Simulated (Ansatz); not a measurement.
# Functionals, potentials and the resistivity of Lu (P6_3/mmc)

How much do the functional and the lattice constant change phonon scattering in Lu (P6_3/mmc)? The first relaxation steps of the session are not shown, so no cell shown is the starting entry, unless a step says so.

Program: Ansatz 0.2.0. Level of theory: DFT PBE, scalar-relativistic, plane waves, PAW, in the first sound run; inputs show where later runs differ. Results are calculated unless marked as measured.

**Measured values to reproduce.**

For Lu (bulk crystal), “CRC Handbook of Chemistry and Physics, 84th edition, Electrical Resistivity of Pure Metals” (2003, CRC Press, section 12, read from Wikipedia's data page) quotes earlier work: resistivity at 295 K 58.2 μΩ cm.

This is a report of a sequence of runs, with most program output left out.

## (1) The cell after earlier relaxation steps

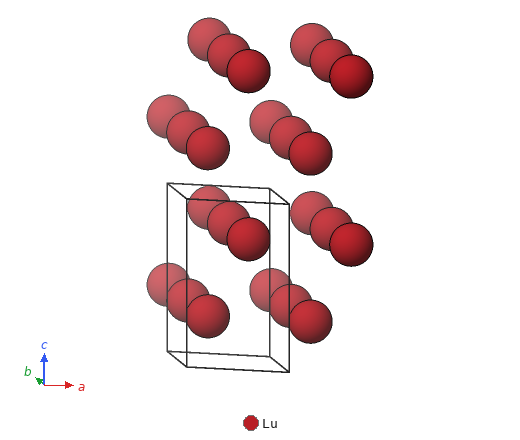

The cell as given, slightly off an axis (lutetium red). 2×3×2 cells are drawn.

## (2) Tight relaxation

Residual forces and stress shift phonon frequencies, so the cell is relaxed again, with tight thresholds and the mesh and smearing of this input. Earlier relaxation steps are not shown.

The input, input.yaml:

```yaml
crystal:
  lattice:
    - [3.5047617492, 0.0, 0.0]
    - [-1.7523808746, 3.035212709, 0.0]
    - [0.0, 0.0, 5.4630268979]
  atoms:
    - { symbol: Lu, position: [0.3333333333, 0.6666666667, 0.25] }
    - { symbol: Lu, position: [0.6666666667, 0.3333333333, 0.75] }
kpoints:
  mp_grid: { grid: [9, 9, 6] }
hamiltonian:
  xc: pbe
scf:
  occupations: { method: methfessel_paxton, width: 0.2 }
output:
  forces: true
  stress: true
  eigenvalues: true
relax:
  adjacent_minimum: "off"
  f_tol: 0.001
  max_steps: 60
  cell: { stress_tol: 0.01 }
```

Run with:

```console
ansatz run input.yaml --threads 4 --pin off --max-ram 10240MiB --backend cpu --events-out ev --progress --plain --runs-dir out
```

Wall time 2.6 s (4 threads of Intel Xeon Platinum 8488C (Sapphire Rapids), shared host); peak memory 0.47 GiB; 9.2 s of CPU time.

Little changed from the start: no atom moved by 0.005 Å and no cell edge by 0.1 %.

Numbers from this step:

```yaml
pressure: 0.006890 GPa
volume_per_atom: 29.06 Å³
metallic_on_mesh: yes
gap_on_the_k_mesh: 0 eV
```

The largest force is now zero by symmetry and the largest stress component 0.0070 GPa.

## (3) Relaxing tightly for phonons (LDA, PAW)

The cell is relaxed at this level, with tight thresholds.

This step: DFT LDA, scalar-relativistic, plane waves, PAW (Ansatz 0.2.0).

input.yaml: that of step 2 with these lines changed.

```diff
@@ -11,3 +11,3 @@
 hamiltonian:
-  xc: pbe
+  xc: lda
 scf:
```

Total energies of two functionals don't compare.

The job ended after 8.6 s (4 threads; peak memory 0.47 GiB).

Relaxation path:

```
step  energy less that of the first step (eV)  largest force component (eV/Å)  pressure (GPa)  volume (Å³)
   1                                   0.0000                          0.0000           -5.14        58.11
   2                                  -0.1064                          0.0000            0.99        51.11
   3                                  -0.1089                          0.0000           -0.13        52.11
   4                                  -0.1090                          0.0000           -0.01        51.99
   5                                  -0.1090                          0.0000            0.00        51.98
   6                                  -0.1079                          0.0000           -0.02        51.98
   7                                  -0.1079                          0.0000            0.00        51.97
   8                                  -0.1079                          0.0000            0.00        51.97
```

The log counts 2 steps on a newly chosen plane-wave basis, not all of them marked here; energy and pressure can jump at such steps.

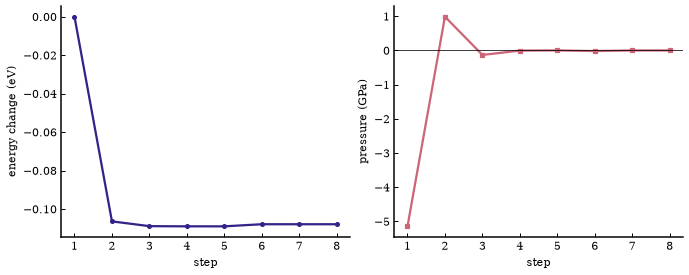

Energy and pressure along the relaxation.

| conventional cell, symmetrised | before | after | change |
| --- | --- | --- | --- |
| a (Å) | 3.505 | 3.387 | -3.4 % |
| b (Å) | 3.505 | 3.387 | -3.4 % |
| c (Å) | 5.463 | 5.231 | -4.3 % |
| volume (Å³/atom) | 29.06 | 25.98 | -10.6 % |

Final coordinates:

```xyz
2
Lattice="3.3870 0.0000 0.0000 -1.6935 2.9332 0.0000 0.0000 0.0000 5.2307" Properties=species:S:1:pos:R:3 pbc="T T T"
Lu    0.0000    1.9555    1.3077
Lu    1.6935    0.9777    3.9230
```

This step gave:

```yaml
pressure: -1.46e-4 GPa
volume_per_atom: 25.98 Å³
```

The largest force is now zero by symmetry and the largest stress component 7.1e-4 GPa, small enough for phonons.

## (4) Resistivity: LDA at its own relaxed cell

The functional sets the lattice constant, the bands and the force constants.

The input, input.yaml:

```yaml
crystal:
  lattice:
    - [3.3870134779, 0.0, 0.0]
    - [-1.693506739, 2.9332397148, 0.0]
    - [0.0, 0.0, 5.2306627966]
  atoms:
    - { symbol: Lu, position: [0.3333333333, 0.6666666667, 0.25] }
    - { symbol: Lu, position: [0.6666666667, 0.3333333333, 0.75] }
kpoints:
  mp_grid: { grid: [9, 9, 4] }
hamiltonian:
  xc: lda
scf:
  occupations: { method: methfessel_paxton, width: 0.2 }
output:
  eigenvalues: true
phonons:
  method: dfpt
  qmesh: [3, 3, 1]
  temperatures: { t_max: 1000, t_step: 50 }
  qpath:
    path:
      - [[0.0, 0.0, 0.0], [0.5, 0.0, 0.0], [0.33333333, 0.33333333, 0.0], [0.0, 0.0, 0.0], [0.0, 0.0, 0.5], [0.5, 0.0, 0.5], [0.33333333, 0.33333333, 0.5], [0.0, 0.0, 0.5]]
      - [[0.5, 0.0, 0.5], [0.5, 0.0, 0.0]]
      - [[0.33333333, 0.33333333, 0.5], [0.33333333, 0.33333333, 0.0]]
    npoints: 10
  electrical_resistivity:
    mesh: [12, 12, 8]
    temperatures: [20.0, 50.0, 80.0, 100.0, 150.0, 200.0, 273.0, 300.0, 400.0, 500.0, 600.0, 800.0]
  superconductivity: { mesh: [12, 12, 8], eliashberg_equations: false }
```

It took 65 s on 4 threads; peak memory 0.93 GiB; 4 min of CPU time.

Numbers from this step:

```yaml
zero_point_energy: 0.03381 eV/cell
share_of_imaginary_modes_in_the_plain_interpolation_between_solved_wavevectors: 0
highest_frequency_solved_or_plainly_interpolated: 132.8 cm⁻¹
debye_temperature_second_moment: 173 K
resistivity_at_300_k: 32.61 μΩ cm, mean of the axes
coupling_constant_lambda: 0.5165
density_of_states_at_the_fermi_level: 1.417 states/eV a spin and cell
log_mean_phonon_energy_omega_log: 10.89 meV
transport_coupling_constant_lambda_tr: 0.5417, 0.5417, 0.5696 (xx, yy, zz)
drude_plasma_energy: 4.057, 4.057, 5.559 eV (xx, yy, zz)
resistivity_times_mean_free_path: 12.31, 12.31, 6.133 × 10⁻¹⁶ Ω m² (xx, yy, zz)
second_moment_phonon_energy_omega: 11.44 meV
coupling_lambda_by_branch: 0.0884, 0.096, 0.0878, 0.0862, 0.0846, 0.0735 (branches by rank of frequency)
```

Solved on the 3×3×1 mesh alone; all other wavevectors are interpolated, and an axis with one point has no dispersion of its own. The phonon branches at the labelled points (cm⁻¹):

| point | branch 1 | branch 2 | branch 3 | branch 4 | branch 5 | branch 6 |
| --- | --- | --- | --- | --- | --- | --- |
| Γ | 0 | 0 | 0 | 80 | 80 | 133 |
| M | 66 | 73 | 106 | 108 | 112 | 120 |
| K | 94 | 94 | 95 | 95 | 102 | 118 |
| Γ | 0 | 0 | 0 | 80 | 80 | 133 |
| A | 57 | 57 | 57 | 57 | 94 | 94 |
| L | 88 | 88 | 99 | 99 | 110 | 110 |
| H | 94 | 94 | 95 | 95 | 110 | 110 |
| A | 57 | 57 | 57 | 57 | 94 | 94 |
| jump to L | 88 | 88 | 99 | 99 | 110 | 110 |
| M | 66 | 73 | 106 | 108 | 112 | 120 |
| jump to H | 94 | 94 | 95 | 95 | 110 | 110 |
| K | 94 | 94 | 95 | 95 | 102 | 118 |

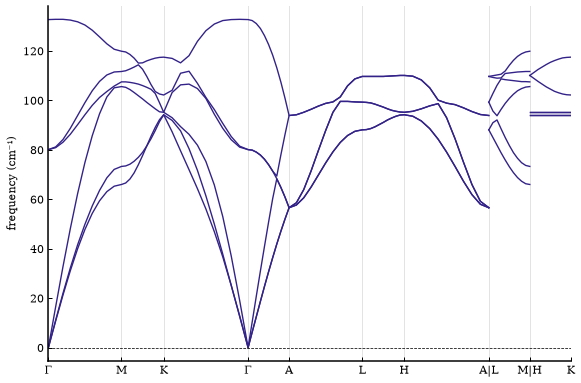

Phonon branches along the path.

The Eliashberg function α²F has structure finer than the step of the table below, so its rows give means over 1 meV, whole bins alone (the curve runs from 0.064 to 16.4 meV). Peaks (meV: height): α²F 11.1: 0.543, 11.8: 0.641, 13.2: 0.828; α²F tr 11.1: 0.624, 11.8: 0.709, 13.2: 0.990.

The Eliashberg function α²F by phonon energy; means over each step:

```
phonon energy (meV)      α²F   α²F tr
                  1   3.5e-5   1.0e-6
                  2   5.6e-4   1.8e-4
                  3  0.00264  0.00101
                  4  0.00705  0.00372
                  5   0.0143  0.00922
                  6   0.0270   0.0192
                  7   0.0534   0.0404
                  8    0.110   0.0939
                  9    0.209    0.208
                 10    0.354    0.367
                 11    0.475    0.524
                 12    0.486    0.524
                 13    0.599    0.696
                 14    0.388    0.485
                 15    0.120    0.146
```

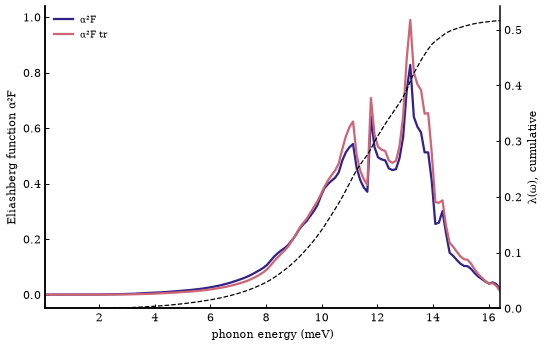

Eliashberg function α²F against phonon energy. The dashed line is the running λ.

Phonon-limited, linearised Boltzmann equation on a 12x12x8 mesh. Table of resistivity by temperature; values in μΩ cm:

| temperature (K) | along x | along z |
| --- | --- | --- |
| 20 | 0.120 | 0.0624 |
| 50 | 3.26 | 1.78 |
| 80 | 7.95 | 4.40 |
| 100 | 10.9 | 6.08 |
| 150 | 18.0 | 10.1 |
| 200 | 24.8 | 13.9 |
| 273 | 34.6 | 19.4 |
| 300 | 38.2 | 21.5 |
| 400 | 51.6 | 29.1 |
| 500 | 65.3 | 36.7 |
| 600 | 79.2 | 44.4 |
| 800 | 108 | 60.0 |

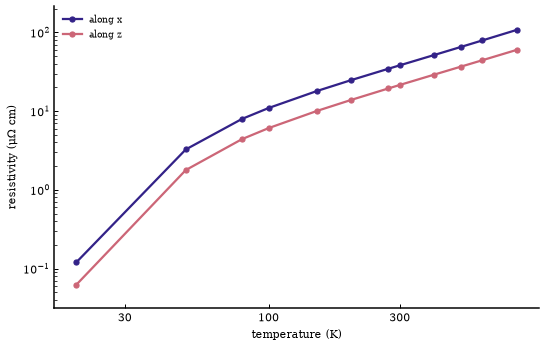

Resistivity, plotted against temperature.

Resistivity, by row:

```csv
T (K),ρ_xx (μΩ cm),ρ_yy,ρ_zz,"ρ by Ziman's lowest order, mean","ρ by relaxation times, mean",within 2 % of the coarser mesh
20,0.1203,0.1203,0.06242,0.1819,0.1145,no
50,3.261,3.261,1.784,3.24,2.741,no
80,7.953,7.953,4.403,7.196,6.544,no
100,10.95,10.95,6.082,9.757,8.98,no
150,18.02,18.02,10.06,15.92,14.75,no
200,24.81,24.81,13.9,21.91,20.32,no
273,34.57,34.57,19.44,30.57,28.33,no
300,38.17,38.17,21.49,33.78,31.29,no
400,51.6,51.6,29.06,45.78,42.32,no
500,65.27,65.27,36.69,58.05,53.52,no
600,79.21,79.21,44.38,70.63,64.93,no
800,107.7,107.7,60.04,96.59,88.22,no
```

Some points of the scattering mesh along the symmetry lines, up to three branches each (those of largest λ), at most 39 rows; the frequencies are those of the scattering step, which can differ from the solved and plainly interpolated ones; single rows converge slowly. Mode couplings:

```
    q1      q2     q3  branch  ħω (meV)     λ_q  half width (meV)
0.3333       0      0       1      7.18  0.0856            0.0196
0.3333       0      0       3     11.39   0.103            0.0592
0.3333       0      0       5     13.21   0.113            0.0881
0.3333  0.3333      0       1     11.68   0.157            0.0951
0.3333  0.3333      0       2     11.68   0.157            0.0951
0.3333  0.3333      0       6     14.57   0.119             0.113
     0       0  0.125       3      3.21   0.171           0.00784
     0       0  0.125       4      9.74  0.0768            0.0324
     0       0  0.125       5      9.74  0.0768            0.0324
0.0833       0    0.5       3      7.67  0.0532            0.0139
0.0833       0    0.5       5     11.75   0.102            0.0628
0.0833       0    0.5       6     11.75   0.102            0.0628
0.4167       0    0.5       3     12.34   0.134            0.0909
0.4167       0    0.5       4     12.34   0.134            0.0909
0.4167       0    0.5       5     13.27  0.0829             0.065
  0.25    0.25    0.5       1     11.19  0.0943            0.0526
  0.25    0.25    0.5       3     12.05   0.134            0.0866
  0.25    0.25    0.5       4     12.05   0.134            0.0866
   0.5       0  0.375       1      9.96  0.0901            0.0398
   0.5       0  0.375       2     11.19   0.127             0.071
   0.5       0  0.375       4     13.35   0.164              0.13
0.3333  0.3333    0.5       1     11.68    0.11            0.0667
0.3333  0.3333    0.5       3      11.8   0.174             0.108
0.3333  0.3333    0.5       4      11.8   0.174             0.108
0.3333  0.3333      0       1     11.68   0.157            0.0951
0.3333  0.3333      0       2     11.68   0.157            0.0951
0.3333  0.3333      0       6     14.57   0.119             0.113
```

Largest shares of lambda; single rows converge slowly. Strongest modes:

| q1 | q2 | q3 | star | branch | ħω (meV) | λ_q | half width (meV) |
| --- | --- | --- | --- | --- | --- | --- | --- |
| 0.25 | 0.3333 | 0.25 | 24 | 1 | 10.9 | 0.1632 | 0.08631 |
| 0.1667 | 0.3333 | 0.25 | 24 | 2 | 10.21 | 0.1534 | 0.07119 |
| 0.25 | 0.3333 | 0.375 | 24 | 2 | 11.37 | 0.1511 | 0.08696 |
| 0.25 | 0.3333 | 0.375 | 24 | 4 | 12.41 | 0.1453 | 0.09958 |
| 0.08333 | 0.4167 | 0.375 | 24 | 4 | 13.25 | 0.1409 | 0.1101 |
| 0.08333 | 0.4167 | 0.375 | 24 | 2 | 11.17 | 0.1393 | 0.07733 |
| 0.1667 | 0.3333 | 0.375 | 24 | 2 | 11.13 | 0.1387 | 0.07647 |
| 0.1667 | 0.25 | 0.25 | 24 | 2 | 9.574 | 0.1334 | 0.05442 |

300 K. The cumulative share of the conductivity by mean free path:

```
mean free path (nm)  along x  along z
               1.12  0.00370  0.00357
               1.26  0.00546  0.00379
               1.41  0.00761   0.0054
               1.58   0.0221  0.00977
               1.78   0.0311   0.0367
               2.00    0.110   0.0918
               2.24    0.137    0.151
               2.51    0.245    0.307
               2.82    0.337    0.417
               3.16    0.445    0.638
               3.55    0.484    0.746
               3.98    0.509    0.771
               4.47    0.673    0.847
               5.01    0.854    0.933
               5.62    0.913    0.974
```

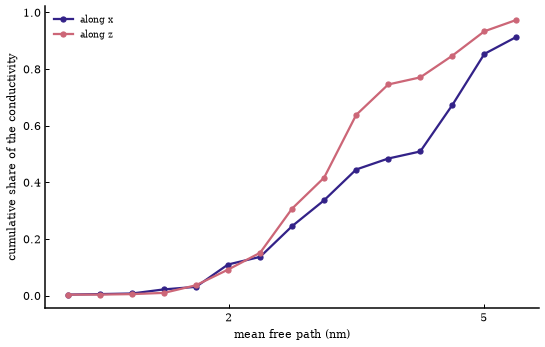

Cumulative share of the conductivity against mean free path.

Resistivity by mesh:

| mesh | T (K) | mean rho (μΩ cm) |
| --- | --- | --- |
| 12x12x8 | 20 | 0.101 |
| 12x12x8 | 300 | 32.61 |
| 12x12x8 | 800 | 91.8 |
| 6x6x4 | 20 | 0.1292 |
| 6x6x4 | 300 | 43.85 |
| 6x6x4 | 800 | 116.7 |

The modes, Lu has structure finer than the step of the table below, so its rows give means over 10 cm⁻¹, whole bins alone (the curve runs from -10 to 147 cm⁻¹). Peaks (cm⁻¹: height): 93.5: 0.123, 106.3: 0.149.

Phonopy on the run's constants, 19x19x11 mesh, Gaussian sigma 2.0 cm⁻¹. Table of modes, Lu by wavenumber; means over each step:

```csv
wavenumber (cm⁻¹),"modes, Lu (1/cm⁻¹/cell)"
0,7.7e-5
10,5.0e-4
20,0.00222
30,0.00479
40,0.00954
50,0.0169
60,0.0312
70,0.0579
80,0.0867
90,0.112
100,0.111
110,0.115
120,0.0363
130,0.0157
140,2.8e-4
```

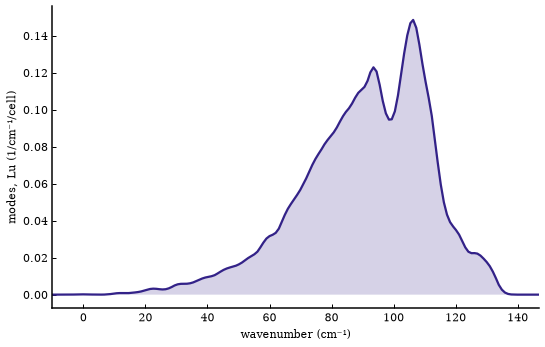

Modes, Lu against wavenumber.

Harmonic mean-square displacement, third of the trace. U eq, by row:

```
T (K)  Lu1 U_eq (Å²)  Lu2 U_eq (Å²)
    0        0.00114        0.00114
  100        0.00241        0.00241
  300        0.00664        0.00664
  600        0.01317        0.01317
```

Some states were left unconverged by the eigensolver. By its own test the run is not converged in the mesh. λ = 0.516 and 32.6 μΩ cm at 300 K. The run's own test puts 43 % between its two finest meshes on the component of the resistivity at 300 K that moves most, so it is not converged.

## (5) Tight relaxation (PBEsol, PAW)

This step: DFT PBEsol, scalar-relativistic, plane waves, PAW (Ansatz 0.2.0).

The input, input.yaml:

```yaml
crystal:
  lattice:
    - [3.5047617492, 0.0, 0.0]
    - [-1.7523808746, 3.035212709, 0.0]
    - [0.0, 0.0, 5.4630268979]
  atoms:
    - { symbol: Lu, position: [0.3333333333, 0.6666666667, 0.25] }
    - { symbol: Lu, position: [0.6666666667, 0.3333333333, 0.75] }
kpoints:
  mp_grid: { grid: [9, 9, 6] }
hamiltonian:
  xc: pbesol
scf:
  occupations: { method: methfessel_paxton, width: 0.2 }
output:
  forces: true
  stress: true
  eigenvalues: true
relax:
  adjacent_minimum: "off"
  f_tol: 0.001
  max_steps: 60
  cell: { stress_tol: 0.01 }
```

The job ended after 8.1 s (4 threads; peak memory 0.49 GiB; 29 s of CPU time).

Relaxation path:

| step | energy less that of the first step (eV) | largest force component (eV/Å) | pressure (GPa) | volume (Å³) |
| --- | --- | --- | --- | --- |
| 1 | 0.0000 | 0.0000 | -2.59 | 58.11 |
| 2 | -0.0274 | 0.0000 | 0.39 | 54.51 |
| 3 | -0.0279 | 0.0000 | -0.03 | 54.95 |
| 4 | -0.0279 | 0.0000 | 0.00 | 54.92 |
| 5 | -0.0271 | 0.0000 | -0.01 | 54.92 |
| 6 | -0.0271 | 0.0000 | 0.00 | 54.91 |
| 7 | -0.0271 | 0.0000 | 0.00 | 54.91 |

The log counts 2 steps on a newly chosen plane-wave basis, not all of them marked here; energy and pressure can jump at such steps.

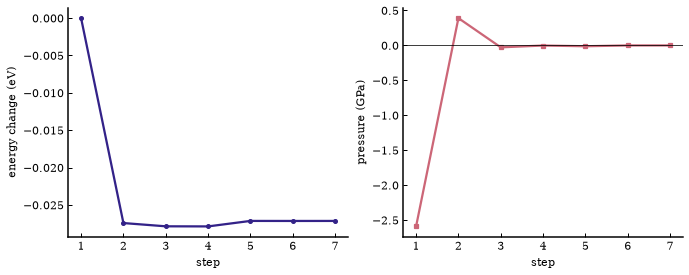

Energy and pressure along the relaxation.

```
conventional cell, symmetrised  before  after  change
                         a (Å)   3.505  3.444  -1.7 %
                         b (Å)   3.505  3.444  -1.7 %
                         c (Å)   5.463  5.345  -2.2 %
              volume (Å³/atom)   29.06  27.45  -5.5 %
```

The relaxed structure:

```xyz
2
Lattice="3.4443 0.0000 0.0000 -1.7221 2.9828 0.0000 0.0000 0.0000 5.3446" Properties=species:S:1:pos:R:3 pbc="T T T"
Lu    0.0000    1.9886    1.3362
Lu    1.7221    0.9943    4.0085
```

This step gave:

- pressure: -1.63e-4 GPa
- volume per atom: 27.45 Å³

The largest force is now zero by symmetry and the largest stress component 2.2e-4 GPa, small enough for phonons.

## (6) Coupling and resistivity: PBEsol at its own relaxed cell

The input, input.yaml:

```yaml
crystal:
  lattice:
    - [3.4442840328, 0.0, 0.0]
    - [-1.7221420164, 2.9828374703, 0.0]
    - [0.0, 0.0, 5.3446324729]
  atoms:
    - { symbol: Lu, position: [0.3333333333, 0.6666666667, 0.25] }
    - { symbol: Lu, position: [0.6666666667, 0.3333333333, 0.75] }
kpoints:
  mp_grid: { grid: [9, 9, 4] }
hamiltonian:
  xc: pbesol
scf:
  occupations: { method: methfessel_paxton, width: 0.2 }
output:
  eigenvalues: true
phonons:
  method: dfpt
  qmesh: [3, 3, 1]
  temperatures: { t_max: 1000, t_step: 50 }
  qpath:
    path:
      - [[0.0, 0.0, 0.0], [0.5, 0.0, 0.0], [0.33333333, 0.33333333, 0.0], [0.0, 0.0, 0.0], [0.0, 0.0, 0.5], [0.5, 0.0, 0.5], [0.33333333, 0.33333333, 0.5], [0.0, 0.0, 0.5]]
      - [[0.5, 0.0, 0.5], [0.5, 0.0, 0.0]]
      - [[0.33333333, 0.33333333, 0.5], [0.33333333, 0.33333333, 0.0]]
    npoints: 10
  electrical_resistivity:
    mesh: [12, 12, 8]
    temperatures: [20.0, 50.0, 80.0, 100.0, 150.0, 200.0, 273.0, 300.0, 400.0, 500.0, 600.0, 800.0]
  superconductivity: { mesh: [12, 12, 8], eliashberg_equations: false }
```

Elapsed: 67 s, on 4 threads; peak memory 0.97 GiB.

This step gave:

* zero point energy: 0.03355 eV/cell
* highest frequency, solved or plainly interpolated: 128.9 cm⁻¹
* Debye temperature (second moment): 172 K
* resistivity at 300 K: 34.78 μΩ cm, mean of the axes
* coupling constant λ: 0.4742
* density of states at the Fermi level: 1.529 states/eV a spin and cell
* log mean phonon energy ħω_log: 10.75 meV
* transport coupling constant λ_tr: 0.4995, 0.4995, 0.5356 (xx, yy, zz)
* Drude plasma energy: 3.706, 3.706, 5.425 eV (xx, yy, zz)
* resistivity times mean free path: 13.64, 13.64, 5.998 × 10⁻¹⁶ Ω m² (xx, yy, zz)
* second-moment phonon energy ħω₂: 11.33 meV
* coupling λ by branch: 0.0819, 0.0914, 0.0737, 0.0794, 0.0799, 0.0679 (branches by rank of frequency)

Resistivity, by row:

| T (K) | ρ_xx (μΩ cm) | ρ_yy | ρ_zz | ρ by Ziman's lowest order, mean | ρ by relaxation times, mean | within 2 % of the coarser mesh |
| --- | --- | --- | --- | --- | --- | --- |
| 20 | 0.1388 | 0.1388 | 0.06586 | 0.2024 | 0.1367 | no |
| 50 | 3.616 | 3.616 | 1.783 | 3.524 | 2.985 | no |
| 80 | 8.772 | 8.772 | 4.368 | 7.787 | 7.035 | no |
| 100 | 12.05 | 12.05 | 6.02 | 10.54 | 9.62 | no |
| 150 | 19.75 | 19.75 | 9.933 | 17.14 | 15.73 | no |
| 200 | 27.11 | 27.11 | 13.72 | 23.54 | 21.6 | no |
| 273 | 37.66 | 37.66 | 19.2 | 32.8 | 30.05 | no |
| 300 | 41.55 | 41.55 | 21.24 | 36.23 | 33.17 | no |
| 400 | 56.07 | 56.07 | 28.86 | 49.14 | 44.84 | no |
| 500 | 70.84 | 70.84 | 36.65 | 62.41 | 56.71 | no |
| 600 | 85.85 | 85.85 | 44.63 | 76.02 | 68.78 | no |
| 800 | 116.3 | 116.3 | 61.12 | 104.1 | 93.34 | no |

By its own test the run is not converged in the mesh. λ = 0.474 and 34.8 μΩ cm at 300 K, against 0.516 and 32.6 in the run with LDA at its own relaxed cell (-8.2 % and +6.7 %). N(E_F) moves by +7.9 % and the coupling-weighted phonon energy by -1.0 %; λ goes as N/ω², which would give +10.0 % if the matrix elements stayed. The run's own test puts 31 % between its two finest meshes on the component of the resistivity at 300 K that moves most, more than that change; on the next coarser mesh the mean ρ changes by +2.3 % between the two runs, against +6.7 % on the finest.

[end of part 1 of 3]

[Logs are printed without paths, hosts, clocks, repeated set-up lines and the standing remarks that a program may print on its own settings, such as how far it seeks lower states.]

[Hosts, paths, dates, database ids (printed as entryN), source tags and the programs' standing remarks are cut or masked in the printed files.]
